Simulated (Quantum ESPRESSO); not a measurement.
# H-SiC-H chair, 1 layer, stepped through biaxial strain, part 2 of 7

Wanted: a table for H-SiC-H chair, 1 layer against biaxial strain, and what can be fitted to it.

Quantum ESPRESSO 7.5; plane-wave DFT, PBE, GBRV ultrasoft pseudopotentials.

So far. Step 2 (Variable-cell relaxation of the reference):  The last row is no step: it is a fresh SCF in the final cell with a new plane-wave basis, -0 meV from the row before.

**3. Relaxation with pw.x, -4 %**

File m0.relax.in:

```
&control
  prefix = 'm0.relax'
  outdir = './out'
  pseudo_dir = './pseudo'
  nstep = 40
  forc_conv_thr = 0.0003
  calculation = 'relax'
  tstress = .true.
/
&system
  ibrav = 0
  nat = 4
  ntyp = 3
  ecutwfc = 50
  ecutrho = 250
  occupations = 'smearing'
  smearing = 'fd'
  degauss = 0.002
/
&electrons
  conv_thr = 1e-09
  mixing_beta = 0.4
  electron_maxstep = 120
  mixing_mode = 'plain'
/
&ions
/
ATOMIC_SPECIES
  H   1.0080  h_pbe_v1.4.uspp.F.UPF
  C   12.0110  c_pbe_v1.2.uspp.F.UPF
  Si  28.0850  si_pbe_v1.uspp.F.UPF
CELL_PARAMETERS angstrom
  2.99765137632000 0.00000000000000 0.00000000000000
  -1.49882568768000 2.59604224320000 0.00000000000000
  0.00000000000000 0.00000000000000 18.11333333300000
ATOMIC_POSITIONS crystal
  H   0.666666666700 0.333333333300 0.412699215600
  C   0.666666666700 0.333333333300 0.474011108600
  Si  0.333333333300 0.666666666700 0.505624662800
  H   0.333333333300 0.666666666700 0.588342230500
K_POINTS automatic
  12 12 1 0 0 0
```

Launch:

```sh
> OMP_NUM_THREADS=1 mpirun -n 4 pw.x -nk 4 -in m0.relax.in > m0.relax.out
```

Output:

```text
[banner, memory and clock lines left out]
Program PWSCF v.7.5 starts
[citation notice left out]

[...]
Message from routine setup:
[...]
bravais-lattice index     =            0
     lattice parameter (alat)  =       5.6647  a.u.
     unit-cell volume          =     951.2351 (a.u.)^3
     number of atoms/cell      =            4
     number of atomic types    =            3
     number of electrons       =        10.00
     number of Kohn-Sham states=            9
     kinetic-energy cutoff     =      50.0000  Ry
     charge density cutoff     =     250.0000  Ry
     scf convergence threshold =      1.0E-09
     mixing beta               =       0.4000
     number of iterations used =            8  plain     mixing
     energy convergence thresh.=      1.0E-04
     force convergence thresh. =      3.0E-04
     Exchange-correlation= SLA  PW   PBE  PBE
                           (   1   4   3   4   0   0   0)
     nstep                     =           40

[...]
PseudoPot. # 1 for H  read from file:
     ./pseudo/h_pbe_v1.4.uspp.F.UPF
     Pseudo is Ultrasoft, Zval =  1.0
     Generated by new atomic code, or converted to UPF format
     Using radial grid of  615 points,  2 beta functions with:
                l(1) =   0
                l(2) =   0
     Q(r) pseudized with  8 coefficients,  rinner =    0.700

     PseudoPot. # 2 for C  read from file:
     ./pseudo/c_pbe_v1.2.uspp.F.UPF
     Pseudo is Ultrasoft + core correction, Zval =  4.0
     Generated by new atomic code, or converted to UPF format
     Using radial grid of  721 points,  4 beta functions with:
                l(1) =   0
                l(2) =   0
                l(3) =   1
                l(4) =   1
     Q(r) pseudized with  8 coefficients,  rinner =    1.100   1.100   1.100

     PseudoPot. # 3 for Si read from file:
     ./pseudo/si_pbe_v1.uspp.F.UPF
     Pseudo is Ultrasoft + core correction, Zval =  4.0
     Generated by new atomic code, or converted to UPF format
     Using radial grid of  899 points,  6 beta functions with:
                l(1) =   0
                l(2) =   0
                l(3) =   1
                l(4) =   1
                l(5) =   2
                l(6) =   2
     Q(r) pseudized with  8 coefficients,  rinner =    0.900   0.900   0.900
                                                       0.900   0.900

     atomic species   valence    mass     pseudopotential
     H                 1.00     1.00800     H ( 1.00)
     C                 4.00    12.01100     C ( 1.00)
     Si                4.00    28.08500     Si( 1.00)

      6 Sym. Ops. (no inversion) found

[...]
number of k points=    19  Fermi-Dirac smearing, width (Ry)=  0.0020
[...]
Dense  grid:    63479 G-vectors     FFT dimensions: (  30,  30, 180)

     Smooth grid:    45377 G-vectors     FFT dimensions: (  25,  25, 160)

     Initial potential from superposition of free atoms

     starting charge       9.9993, renormalised to      10.0000

     negative rho (up, down):  1.269E-04 0.000E+00
     Starting wfcs are   10 randomized atomic wfcs

     per-process dynamical memory:    46.7 Mb

     Self-consistent Calculation

     iteration #  1     ecut=    50.00 Ry     beta= 0.40
     Davidson diagonalization with overlap
     ethr =  1.00E-02,  avg # of iterations =  4.1

     negative rho (up, down):  9.053E-05 0.000E+00

     total energy              =     -23.35801211 Ry
     estimated scf accuracy    <       0.65740282 Ry

     iteration #  2     ecut=    50.00 Ry     beta= 0.40
[...]
negative rho (up, down):  9.161E-05 0.000E+00

[...]
total energy              =     -23.44463458 Ry
     estimated scf accuracy    <       0.04599422 Ry

     iteration #  3     ecut=    50.00 Ry     beta= 0.40
[...]
negative rho (up, down):  1.099E-04 0.000E+00

[...]
total energy              =     -23.44581088 Ry
     estimated scf accuracy    <       0.01082069 Ry

     iteration #  4     ecut=    50.00 Ry     beta= 0.40
[...]
negative rho (up, down):  1.208E-04 0.000E+00

[...]
total energy              =     -23.44640400 Ry
     estimated scf accuracy    <       0.00130687 Ry

     iteration #  5     ecut=    50.00 Ry     beta= 0.40
[...]
negative rho (up, down):  1.259E-04 0.000E+00

[...]
total energy              =     -23.44661236 Ry
     estimated scf accuracy    <       0.00006470 Ry

     iteration #  6     ecut=    50.00 Ry     beta= 0.40
[...]
negative rho (up, down):  1.273E-04 0.000E+00

[...]
total energy              =     -23.44664383 Ry
     estimated scf accuracy    <       0.00000870 Ry

     iteration #  7     ecut=    50.00 Ry     beta= 0.40
[...]
negative rho (up, down):  1.291E-04 0.000E+00

[...]
total energy              =     -23.44664626 Ry
     estimated scf accuracy    <       0.00000123 Ry

     iteration #  8     ecut=    50.00 Ry     beta= 0.40
[...]
negative rho (up, down):  1.301E-04 0.000E+00

[...]
total energy              =     -23.44664646 Ry
     estimated scf accuracy    <       0.00000005 Ry

     iteration #  9     ecut=    50.00 Ry     beta= 0.40
[...]
negative rho (up, down):  1.308E-04 0.000E+00

[...]
total energy              =     -23.44664648 Ry
     estimated scf accuracy    <       0.00000002 Ry

     iteration # 10     ecut=    50.00 Ry     beta= 0.40
[...]
negative rho (up, down):  1.318E-04 0.000E+00

[...]
End of self-consistent calculation

          k = 0.0000 0.0000 0.0000 (  5657 PWs)   bands (ev):

   -17.0008 -10.3807  -5.5898  -2.9174  -2.9174   0.7758   2.0728   2.7303
     3.1921

          k = 0.0000 0.0962 0.0000 (  5693 PWs)   bands (ev):

   -16.8827 -10.2870  -5.5405  -3.4889  -3.0741   0.9109   2.2218   2.8466
     3.3431

[...]
the Fermi energy is    -1.9975 ev

!    total energy              =     -23.44664649 Ry
     estimated scf accuracy    <          1.4E-10 Ry
     smearing contrib. (-TS)   =      -0.00000000 Ry
     internal energy E=F+TS    =     -23.44664649 Ry

     The total energy is F=E-TS. E is the sum of the following terms:
     one-electron contribution =    -175.16384860 Ry
     hartree contribution      =      89.51149255 Ry
     xc contribution           =      -9.56769275 Ry
     ewald contribution        =      71.77340231 Ry

     convergence has been achieved in  10 iterations

     negative rho (up, down):  1.318E-04 0.000E+00

     Forces acting on atoms (cartesian axes, Ry/au):

     atom    1 type  1   force =     0.00000000    0.00000000    0.00090140
     atom    2 type  2   force =     0.00000000    0.00000000   -0.02767362
     atom    3 type  3   force =     0.00000000    0.00000000    0.02575487
     atom    4 type  1   force =     0.00000000   -0.00000000    0.00101735

     Total force =     0.037828     Total SCF correction =     0.000010

     Computing stress (Cartesian axis) and pressure

     negative rho (up, down):  1.318E-04 0.000E+00
          total   stress  (Ry/bohr**3)                   (kbar)     P=       30.23
   0.00029290  -0.00000000   0.00000000           43.09       -0.00        0.00
  -0.00000000   0.00029290   0.00000000           -0.00       43.09        0.00
  -0.00000000  -0.00000000   0.00003064           -0.00       -0.00        4.51

     BFGS Geometry Optimization
     Energy error            =      1.4E-03 Ry
     Gradient error          =      2.8E-02 Ry/Bohr

     number of scf cycles    =   1
     number of bfgs steps    =   0

     energy             new  =     -23.4466464916 Ry

     new trust radius        =       0.0276736231 bohr
     new conv_thr            =       0.0000000010 Ry

ATOMIC_POSITIONS (crystal)
H                0.6666666667        0.3333333333        0.4127255499
C                0.6666666667        0.3333333333        0.4732026295
Si               0.3333333333        0.6666666667        0.5063770860
H                0.3333333333        0.6666666667        0.5883719522

[...]
NEW-OLD atomic charge density approx. for the potential

     negative rho (up, down):  1.382E-04 0.000E+00

     per-process dynamical memory:    55.4 Mb

[...]
!    total energy              =     -23.44723971 Ry
[...]
Total force =     0.019166     Total SCF correction =     0.000035
[...]
number of bfgs steps    =   1
[...]
energy             new  =     -23.4472397133 Ry
[...]
new trust radius        =       0.0124310556 bohr
[...]
!    total energy              =     -23.44743350 Ry
[...]
Total force =     0.009110     Total SCF correction =     0.000014
[...]
number of bfgs steps    =   2
[...]
energy             new  =     -23.4474334974 Ry
[...]
new trust radius        =       0.0164074388 bohr
[...]
!    total energy              =     -23.44755499 Ry
[...]
Total force =     0.004129     Total SCF correction =     0.000002
[...]
number of bfgs steps    =   3
[...]
energy             new  =     -23.4475549898 Ry
[...]
new trust radius        =       0.0069389410 bohr
[...]
!    total energy              =     -23.44757074 Ry
[...]
Total force =     0.001368     Total SCF correction =     0.000002
[...]
number of bfgs steps    =   4
[...]
energy             new  =     -23.4475707411 Ry
[...]
new trust radius        =       0.0009752779 bohr
[...]
Self-consistent Calculation

     iteration #  1     ecut=    50.00 Ry     beta= 0.40
     Davidson diagonalization with overlap
     ethr =  1.00E-06,  avg # of iterations =  2.0

     Threshold (ethr) on eigenvalues was too large:
     Diagonalizing with lowered threshold

     Davidson diagonalization with overlap
     ethr =  4.24E-09,  avg # of iterations =  1.5

     negative rho (up, down):  1.298E-04 0.000E+00

     total energy              =     -23.44757141 Ry
     estimated scf accuracy    <       0.00000055 Ry

[...]
iteration #  6     ecut=    50.00 Ry     beta= 0.40
[...]
negative rho (up, down):  1.297E-04 0.000E+00

[...]
End of self-consistent calculation

          k = 0.0000 0.0000 0.0000 (  5657 PWs)   bands (ev):

   -16.8457 -10.3738  -5.7178  -2.6935  -2.6935   0.8459   2.0328   2.6988
     3.1821

          k = 0.0000 0.0962 0.0000 (  5693 PWs)   bands (ev):

   -16.7273 -10.2801  -5.6670  -3.2735  -2.8523   0.9826   2.1792   2.8174
     3.3304

[...]
the Fermi energy is    -1.8631 ev

!    total energy              =     -23.44757152 Ry
     estimated scf accuracy    <          9.5E-12 Ry
     smearing contrib. (-TS)   =      -0.00000000 Ry
     internal energy E=F+TS    =     -23.44757152 Ry

     The total energy is F=E-TS. E is the sum of the following terms:
     one-electron contribution =    -174.38699175 Ry
     hartree contribution      =      89.14477169 Ry
     xc contribution           =      -9.55037619 Ry
     ewald contribution        =      71.34502473 Ry

     convergence has been achieved in   6 iterations

     negative rho (up, down):  1.297E-04 0.000E+00

     Forces acting on atoms (cartesian axes, Ry/au):

     atom    1 type  1   force =    -0.00000000   -0.00000000    0.00013086
     atom    2 type  2   force =     0.00000000    0.00000000   -0.00013166
     atom    3 type  3   force =     0.00000000    0.00000000    0.00001001
     atom    4 type  1   force =     0.00000000   -0.00000000   -0.00000920

     Total force =     0.000186     Total SCF correction =     0.000001

     Computing stress (Cartesian axis) and pressure

     negative rho (up, down):  1.297E-04 0.000E+00
          total   stress  (Ry/bohr**3)                   (kbar)     P=       25.95
   0.00026518  -0.00000000   0.00000000           39.01       -0.00        0.00
  -0.00000000   0.00026518   0.00000000           -0.00       39.01        0.00
   0.00000000   0.00000000  -0.00000107            0.00        0.00       -0.16

     Energy error            =      7.8E-07 Ry
     Gradient error          =      1.3E-04 Ry/Bohr

     bfgs converged in   6 scf cycles and   5 bfgs steps
     (criteria: energy <  1.0E-04 Ry, force <  3.0E-04 Ry/Bohr)

     End of BFGS Geometry Optimization

     Final energy             =     -23.4475715202 Ry

     File ./out/m0.relax.bfgs deleted, as requested
Begin final coordinates

ATOMIC_POSITIONS (crystal)
H                0.6666666667        0.3333333333        0.4118427038
C                0.6666666667        0.3333333333        0.4729509792
Si               0.3333333333        0.6666666667        0.5065679051
H                0.3333333333        0.6666666667        0.5893156295
End final coordinates

[...]
```

Wall time 31 s (4 MPI ranks of Arm Neoverse V1, shared host); peak memory 0.52 GiB; 2.1 min of CPU time.

Relaxation path:

| step | energy less that of the first step (eV) | largest force (eV/Å) |
| --- | --- | --- |
| 1 | 0.0000 | 0.7115 |
| 2 | -0.0081 | 0.3823 |
| 3 | -0.0107 | 0.1876 |
| 4 | -0.0124 | 0.0821 |
| 5 | -0.0126 | 0.0280 |
| 6 | -0.0126 | 0.0034 |

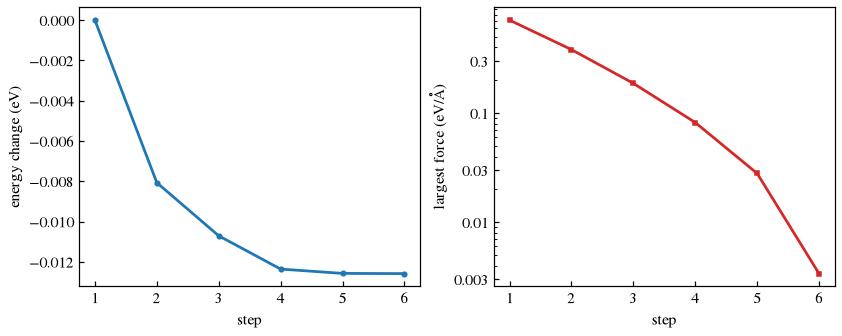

Energy and largest force along the relaxation.

The atoms that moved most (Å):

| atom | dx | dy | dz | length |
| --- | --- | --- | --- | --- |
| C2 | 0.000 | 0.000 | -0.019 | 0.019 |
| H4 | 0.000 | 0.000 | 0.018 | 0.018 |
| Si3 | 0.000 | 0.000 | 0.017 | 0.017 |
| H1 | 0.000 | 0.000 | -0.016 | 0.016 |

Final coordinates:

```xyz
4
Lattice="2.9977 0.0000 0.0000 -1.4988 2.5960 0.0000 0.0000 0.0000 18.1133" Properties=species:S:1:pos:R:3
H     1.4988    0.8653    7.4598
C     1.4988    0.8653    8.5667
Si    0.0000    1.7307    9.1756
H     0.0000    1.7307   10.6745
```

The relaxation lowers the energy by 3 meV an atom.

Numbers from this step:

| Quantity | Value |
| --- | --- |
| free energy | -319.0205 eV |
| Fermi energy | -1.863 eV |

[end of part 2 of 7]

[Logs are printed without paths, hosts, clocks, repeated set-up lines and the standing remarks that a program may print on its own settings, such as how far it seeks lower states.]

[Hosts, paths, dates, database ids (printed as entryN), source tags and the programs' standing remarks are cut or masked in the printed files.]

[Maps of the electrostatic potential energy from Ansatz leave out the sawtooth potential of an applied field or a dipole correction, so their vacuum need not be flat; planar profiles and work functions include it.]
